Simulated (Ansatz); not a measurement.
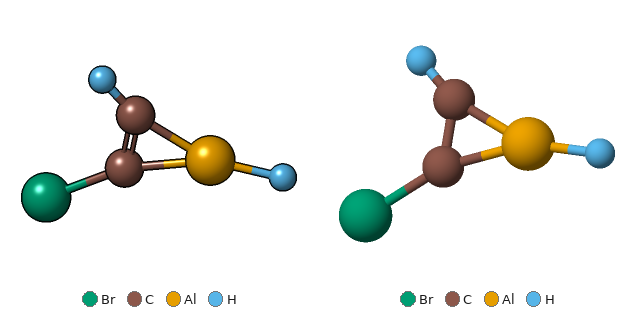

Two views of one molecule.

Computed geometry: PBE0-D4/def2-TZVP optimisation.

Describe the molecule.

It has 6 atoms: 2 carbon, 2 hydrogen, 1 aluminium and 1 bromine (C₂H₂AlBr). SMILES: `Br[C]1=[CH][AlH]1`. Among its groups: alkene, C–Br bond. The point group is Cs. All atoms lie on one plane. Coordination, clear cases only: 2 C T-shaped.

More results for the same structure follow; atom numbers are the same in all pictures, views and colours differ.

**Electronic properties**

Level of theory: RKS ωB97X-V/def2-TZVPP (Ansatz 0.2.0).

What does the calculation give?

- HOMO energy (Kohn–Sham orbital): −9.19 eV
- LUMO energy (Kohn–Sham orbital): 0.75 eV
- HOMO–LUMO gap: 9.94 eV

**Vibrations**

Harmonic vibrations computed with RKS PBE0-D4/def2-TZVP (Ansatz 0.2.0) at a stationary point of the same level.

Question: List the wavenumbers.

Answer: 12 modes: 240, 272, 348, 462, 485, 729, 878, 900, 1076, 1464, 1996, 3166 cm⁻¹.

**Charges**

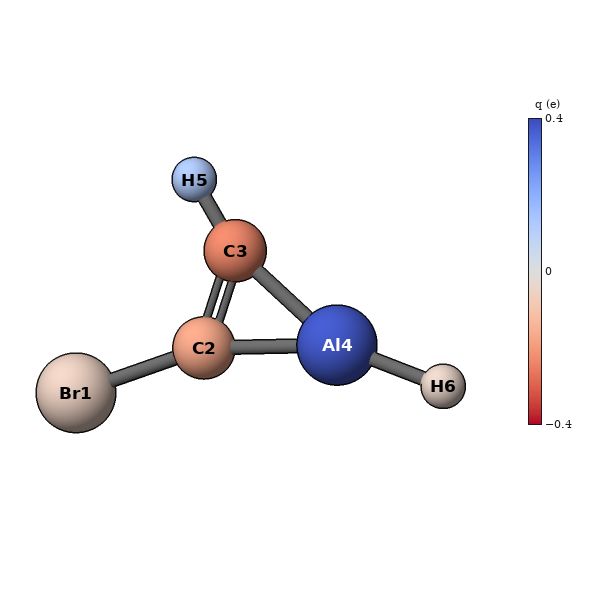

Atoms are coloured by their Mulliken charges. Properties computed with RKS ωB97M-V/def2-TZVPP (Ansatz 0.2.0).

Question: Which atom carries the highest charge (most positive or least negative)?

Answer: Al4 (0.37 e).

Question: And the lowest?

Answer: C3 (−0.23 e).

Give the Mulliken charges atom by atom.

```json
{"atom": "Br1", "value (e)": "−0.05"}
{"atom": "C2", "value (e)": "−0.17"}
{"atom": "C3", "value (e)": "−0.23"}
{"atom": "Al4", "value (e)": "0.37"}
{"atom": "H5", "value (e)": "0.12"}
{"atom": "H6", "value (e)": "−0.04"}
```

Mulliken values depend strongly on the basis set and can even reverse the polarity of a bond.
